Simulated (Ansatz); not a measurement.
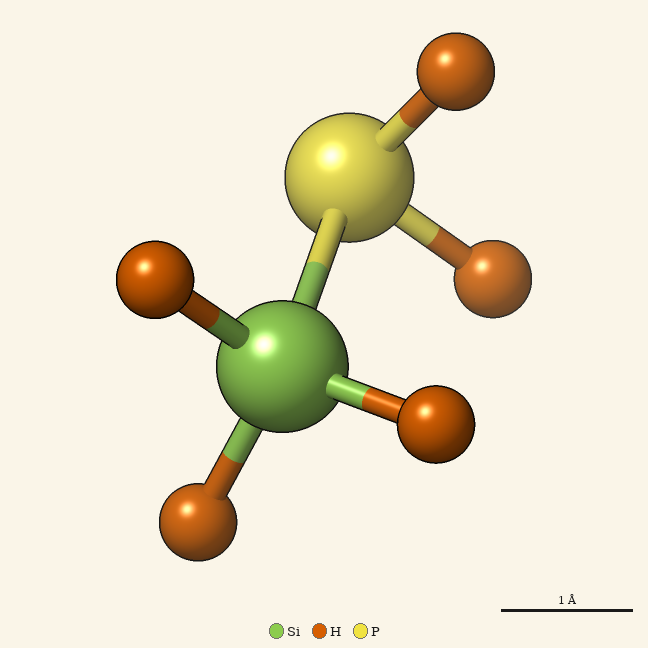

A ball-and-stick model of a molecule. Every bond is drawn as one stick, whatever its order.

Count the atoms of each element.

H₅PSi, 7 atoms: 5 hydrogen, 1 phosphorus and 1 silicon.

How many bonds of each kind are drawn?

3 Si–H, 2 P–H, 1 P–Si. Sticks follow a distance rule.

The parts below concern this one geometry. Atoms keep their numbers from picture to picture. The geometry was computed by an optimisation with PBE0-D4/def2-TZVP.

## Shape

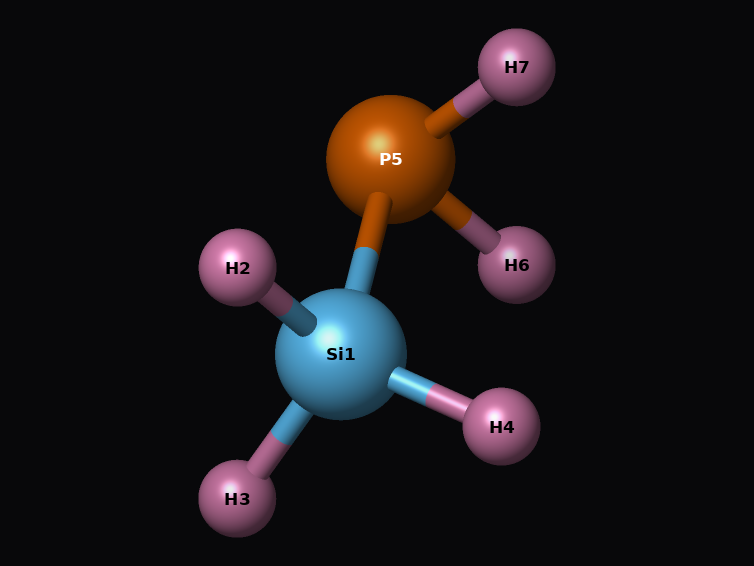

Numbered structure.

Give the bond lengths.

```
  bond  length (Å)
Si1–H2       1.486
Si1–H3       1.486
Si1–H4       1.487
Si1–P5       2.255
 P5–H6       1.421
 P5–H7       1.421
```

## Vibrations

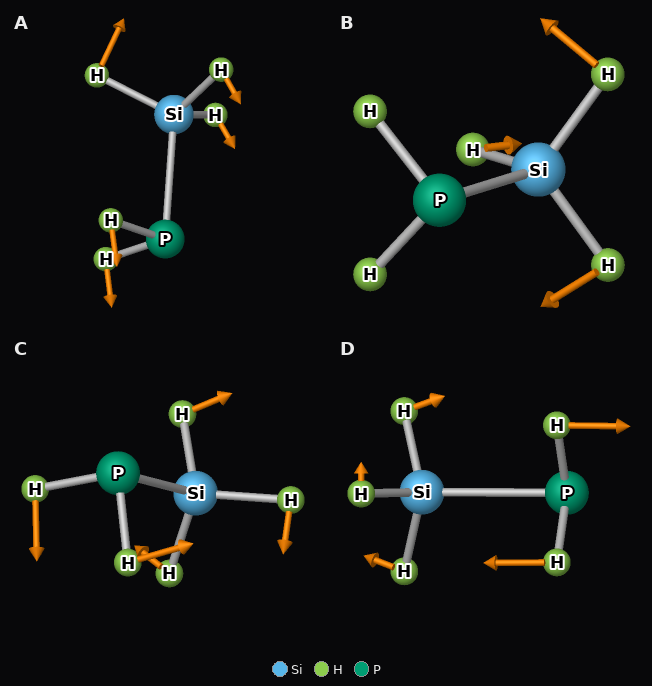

4 normal modes of one molecule or complex, as arrows. Harmonic vibrations computed with RKS PBE0-D4/def2-TZVP (Ansatz 0.2.0) at a stationary point of the same level.

Match the panels to the wavenumbers 172 cm⁻¹, 477 cm⁻¹, 781 cm⁻¹, 937 cm⁻¹.

A: 477 cm⁻¹, H–Si–P bending
B: 937 cm⁻¹, H–Si–H bending
C: 172 cm⁻¹, a torsion or out-of-plane motion in which bond lengths and bond angles hardly change
D: 781 cm⁻¹, H–P–Si bending

## Electronic properties

Level of theory: RHF-CCSD(T), frozen core/def2-TZVPP (Ansatz 0.2.0).

Give the T1 diagnostic at this level.

0.013.

## Charges

The questions are on Mulliken charges. Level of theory: RKS PBE0-D4/def2-TZVP (Ansatz 0.2.0).

Which atom carries the highest charge (most positive or least negative)?

Si1 (0.10 e).

And the lowest?

P5 (−0.25 e).

Give the Mulliken charges atom by atom.

| atom | value (e) |
| --- | --- |
| Si1 | 0.10 |
| H2 | −0.01 |
| H3 | −0.01 |
| H4 | −0.01 |
| P5 | −0.25 |
| H6 | 0.09 |
| H7 | 0.09 |

Mulliken values depend strongly on the basis set and can even reverse the polarity of a bond.
